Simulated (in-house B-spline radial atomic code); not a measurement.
**Yb⁵¹⁺: excited configurations**

Aim: the energies of several excited configurations of Yb⁵¹⁺ above a reference configuration, each from its own self-consistent run.

The numbers are computed with in-house B-spline radial atomic code version 1 (Dirac-Hartree-Fock, average of configuration, Fermi nucleus, basis-set limit), except any that are marked as measured or tabulated.

## Step 1: The atom as given

```
element       : ytterbium (Z = 70)
charge        : +51
electrons     : 19
configuration : [Ar] 3d1
Hamiltonian   : Dirac-Coulomb
nucleus       : Fermi, rms radius 5.311 fm
```

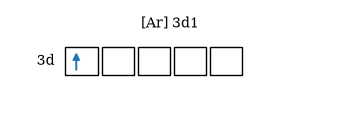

Occupation of the outer shells (arrows by Hund's rule).

The boxes draw the filling by Hund's rule, which heavy ions in jj coupling don't follow; these runs average over all states of the configuration.

Settings of the run:

```ini
Z = 70
electrons = 19.0
configuration = [Ar] 3d1
hamiltonian = dirac
method = hf
spin_polarised = False
nucleus = fermi
rms_radius = 5.3108
mass_number = 174
atomic_mass = 173.938867545
speed_of_light = 137.035999084
```

The reference is known from an earlier run: -11602.173030 hartree in all. Up to eight levels, counted from the top:

```csv
orbital,occupation,energy (eV),<r> (bohr)
2s1/2,2,-13935.9,0.08192
2p1/2,2,-13450.4,0.06810
2p3/2,4,-12384.0,0.07532
3s1/2,2,-5342.67,0.2023
3p1/2,2,-5142.29,0.1913
3p3/2,4,-4875.17,0.2025
3d3/2,0.4,-4634.92,0.1743
3d5/2,0.6,-4573.92,0.1778
```

## Step 2: Configuration [Ne] 3s2 3p5 3d1 7p1

The settings differ from step 1 so:

```diff
@@ -2,3 +2,3 @@
 electrons = 19.0
-configuration = [Ar] 3d1
+configuration = [Ne] 3s2 3p5 3d1 7p1
 hamiltonian = dirac
```

Results of the run (chosen fields of its result record, rounded):

```text
{
  "status": "converged",
  "iterations": 7,
  "energy [hartree]": {"total": -11449.4841946, "kinetic": 12953.2694598, "nuclear": -25653.356144, "coulomb": 1409.52829172, "exact_exchange": -158.925802034},
  "breit [hartree]": {"gaunt": 13.75178, "retardation": -1.335783, "frequency_dependence": -0.2404839},
  "qed [hartree]": {"self_energy": 11.29403, "uehling": -2.000697, "wichmann_kroll": 0.07294598},
  "recoil [hartree]": 0.02587675,
  "total_with_corrections [hartree]": -11427.9165218,
  "orbitals [hartree, bohr; first row names the columns]": [
    ["name", "occ", "eps", "<r>"],
    ["1s1/2", 2.0, -2400.074, 0.019656],
    ["2s1/2", 2.0, -516.62411, 0.081845],
    ["2p1/2", 2.0, -498.90634, 0.068091],
    ["2p3/2", 4.0, -459.62958, 0.075315],
    ["3s1/2", 2.0, -199.26467, 0.20152],
    ["3p1/2", 1.6667, -192.30866, 0.19033],
    ["3p3/2", 3.3333, -182.40267, 0.20139],
    ["3d3/2", 0.4, -173.76669, 0.17325],
    ["3d5/2", 0.6, -171.50021, 0.17666],
    ["7p1/2", 0.33333, -30.107642, 1.2766],
    ["7p3/2", 0.66667, -29.488631, 1.3039]
  ],
  "sum_r [bohr^k]": {"-1": 366.4974, "1": 3.502058, "2": 2.286139},
  "energy_minus_base [hartree]": 152.688836,
  "energy_minus_base_with_corrections [hartree]": 152.475527
}
```

Wall time 0.37 s (1 thread, shared host).

energy_minus_base is the energy less that of the reference run.

## Step 3: Configuration [Ar] 6p1

The settings differ from step 2 so:

```diff
@@ -2,3 +2,3 @@
 electrons = 19.0
-configuration = [Ne] 3s2 3p5 3d1 7p1
+configuration = [Ar] 6p1
 hamiltonian = dirac
```

Main fields:

```text
{
  "status": "converged",
  "iterations": 7,
  "energy [hartree]": {"total": -11474.2012321, "kinetic": 12990.0992456, "nuclear": -25716.7185518, "coulomb": 1416.2887513, "exact_exchange": -163.870677252},
  "breit [hartree]": {"gaunt": 13.91278, "retardation": -1.355317, "frequency_dependence": -0.2479895},
  "qed [hartree]": {"self_energy": 11.31179, "uehling": -2.001514, "wichmann_kroll": 0.07298509},
  "recoil [hartree]": 0.02600954,
  "total_with_corrections [hartree]": -11452.4824795,
  "orbitals [hartree, bohr; first row names the columns]": [
    ["name", "occ", "eps", "<r>"],
    ["1s1/2", 2.0, -2399.4458, 0.019659],
    ["2s1/2", 2.0, -516.68436, 0.081855],
    ["2p1/2", 2.0, -498.9184, 0.068033],
    ["2p3/2", 4.0, -459.67792, 0.075236],
    ["3s1/2", 2.0, -199.43043, 0.20134],
    ["3p1/2", 2.0, -192.15043, 0.19028],
    ["3p3/2", 4.0, -182.21523, 0.20135],
    ["6p1/2", 0.33333, -41.620627, 0.91864],
    ["6p3/2", 0.66667, -40.617215, 0.94186]
  ],
  "sum_r [bohr^k]": {"-1": 367.4026, "1": 3.162799, "2": 1.39833},
  "energy_minus_base [hartree]": 127.971798,
  "energy_minus_base_with_corrections [hartree]": 127.909569
}
```

Run time: 0.19 s. Hardware: 1 thread, shared host.

## Step 4: Configuration [Ar] 7d1

The settings differ from step 3 so:

```diff
@@ -2,3 +2,3 @@
 electrons = 19.0
-configuration = [Ar] 6p1
+configuration = [Ar] 7d1
 hamiltonian = dirac
```

Main fields:

```text
{
  "status": "converged",
  "iterations": 7,
  "energy [hartree]": {"total": -11462.0023934, "kinetic": 12976.5704561, "nuclear": -25684.5874716, "coulomb": 1409.80379085, "exact_exchange": -163.789168634},
  "breit [hartree]": {"gaunt": 13.89339, "retardation": -1.35213, "frequency_dependence": -0.2472592},
  "qed [hartree]": {"self_energy": 11.31029, "uehling": -2.001467, "wichmann_kroll": 0.07298242},
  "recoil [hartree]": 0.02598704,
  "total_with_corrections [hartree]": -11440.3006073,
  "orbitals [hartree, bohr; first row names the columns]": [
    ["name", "occ", "eps", "<r>"],
    ["1s1/2", 2.0, -2399.8795, 0.019658],
    ["2s1/2", 2.0, -517.0485, 0.081852],
    ["2p1/2", 2.0, -499.29064, 0.068031],
    ["2p3/2", 4.0, -460.04461, 0.075233],
    ["3s1/2", 2.0, -199.7563, 0.20132],
    ["3p1/2", 2.0, -192.47605, 0.19027],
    ["3p3/2", 4.0, -182.53864, 0.20134],
    ["7d3/2", 0.4, -28.842827, 1.2943],
    ["7d5/2", 0.6, -28.692696, 1.3015]
  ],
  "sum_r [bohr^k]": {"-1": 366.9436, "1": 3.527164, "2": 2.316017},
  "energy_minus_base [hartree]": 140.170637,
  "energy_minus_base_with_corrections [hartree]": 140.091442
}
```

Wall time 0.3 s (1 thread, shared host).

## Step 5: Run with [Ne] 3s2 3p5 3d1 6s1

The settings differ from step 4 so:

```diff
@@ -2,3 +2,3 @@
 electrons = 19.0
-configuration = [Ar] 7d1
+configuration = [Ne] 3s2 3p5 3d1 6s1
 hamiltonian = dirac
```

Main fields:

```text
{
  "status": "converged",
  "iterations": 7,
  "energy [hartree]": {"total": -11462.1909511, "kinetic": 12968.3492606, "nuclear": -25687.7035566, "coulomb": 1416.18384746, "exact_exchange": -159.020502641},
  "breit [hartree]": {"gaunt": 13.7552, "retardation": -1.335542, "frequency_dependence": -0.2397934},
  "qed [hartree]": {"self_energy": 11.30977, "uehling": -2.003465, "wichmann_kroll": 0.0730436},
  "recoil [hartree]": 0.02593455,
  "total_with_corrections [hartree]": -11440.6058011,
  "orbitals [hartree, bohr; first row names the columns]": [
    ["name", "occ", "eps", "<r>"],
    ["1s1/2", 2.0, -2399.6754, 0.019656],
    ["2s1/2", 2.0, -516.25869, 0.081844],
    ["2p1/2", 2.0, -498.52508, 0.068093],
    ["2p3/2", 4.0, -459.25063, 0.075317],
    ["3s1/2", 2.0, -198.93133, 0.20152],
    ["3p1/2", 1.6667, -191.95986, 0.19035],
    ["3p3/2", 3.3333, -182.05653, 0.20141],
    ["3d3/2", 0.4, -173.4134, 0.17328],
    ["3d5/2", 0.6, -171.14778, 0.17669],
    ["6s1/2", 1.0, -42.401828, 0.92022]
  ],
  "sum_r [bohr^k]": {"-1": 366.9881, "1": 3.127672, "2": 1.35686},
  "energy_minus_base [hartree]": 139.982079,
  "energy_minus_base_with_corrections [hartree]": 139.786248
}
```

Run time: 0.33 s. Hardware: 1 thread, shared host.

## Step 6: Configuration [Ar] 5p1

The settings differ from step 5 so:

```diff
@@ -2,3 +2,3 @@
 electrons = 19.0
-configuration = [Ne] 3s2 3p5 3d1 6s1
+configuration = [Ar] 5p1
 hamiltonian = dirac
```

Main fields:

```text
{
  "status": "converged",
  "iterations": 7,
  "energy [hartree]": {"total": -11493.3101527, "kinetic": 13010.3870937, "nuclear": -25766.8587252, "coulomb": 1427.18583634, "exact_exchange": -164.024357541},
  "breit [hartree]": {"gaunt": 13.93412, "retardation": -1.359239, "frequency_dependence": -0.2485395},
  "qed [hartree]": {"self_energy": 11.31278, "uehling": -2.001502, "wichmann_kroll": 0.0729854},
  "recoil [hartree]": 0.0260339,
  "total_with_corrections [hartree]": -11471.5735117,
  "orbitals [hartree, bohr; first row names the columns]": [
    ["name", "occ", "eps", "<r>"],
    ["1s1/2", 2.0, -2398.7466, 0.019659],
    ["2s1/2", 2.0, -516.05861, 0.081861],
    ["2p1/2", 2.0, -498.28135, 0.068038],
    ["2p3/2", 4.0, -459.0481, 0.075242],
    ["3s1/2", 2.0, -198.8925, 0.20139],
    ["3p1/2", 2.0, -191.60862, 0.19033],
    ["3p3/2", 4.0, -181.67995, 0.20141],
    ["5p1/2", 0.33333, -61.251511, 0.61878],
    ["5p3/2", 0.66667, -59.465932, 0.63801]
  ],
  "sum_r [bohr^k]": {"-1": 368.1189, "1": 2.860762, "2": 0.8690735},
  "energy_minus_base [hartree]": 108.862878,
  "energy_minus_base_with_corrections [hartree]": 108.818537
}
```

Run time: 0.2 s. Hardware: 1 thread, shared host.

## Step 7: The excitation energies

| net move | configuration | energy above the reference (eV) | with Breit, QED, recoil (eV) | largest <r> (bohr) |
| --- | --- | --- | --- | --- |
| 3d → 5p | [Ar] 5p1 | 2962.31 | 2961.10 | 0.638 |
| 3d → 6p | [Ar] 6p1 | 3482.29 | 3480.60 | 0.942 |
| 3p → 6s | [Ne] 3s2 3p5 3d1 6s1 | 3809.11 | 3803.78 | 0.920 |
| 3d → 7d | [Ar] 7d1 | 3814.24 | 3812.08 | 1.30 |
| 3p → 7p | [Ne] 3s2 3p5 3d1 7p1 | 4154.87 | 4149.07 | 1.30 |

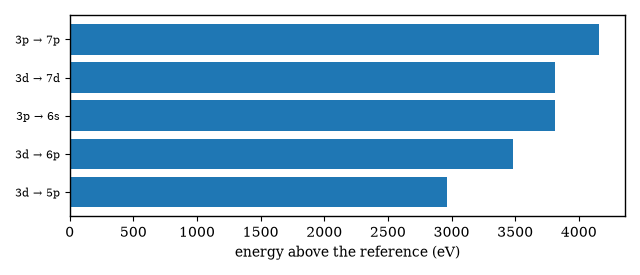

The configurations in order of energy, labelled by the net move of electrons.

Quantum defects of the promoted electron, δ = n − ζ/√(−2ε) with ζ = 52 and ε its orbital energy in hartree:

| promotion | δ |
| --- | --- |
| 3d → 5p | 0.255 |
| 3d → 6p | 0.254 |
| 3p → 6s | 0.353 |
| 3d → 7d | 0.143 |
| 3p → 7p | 0.252 |

What this shows: The energies run from 2962.31 eV (3d → 5p) to 4154.87 eV (3p → 7p). Of those tabulated, the defect is largest for 6s (0.35) and least for 7d (0.14); at this charge much of the defect is relativistic. Two partly filled shells share a symmetry and can mix in the average, which may lower the energy, for: 3p → 7p. These are averages over configurations, without correlation, not spectroscopic levels.
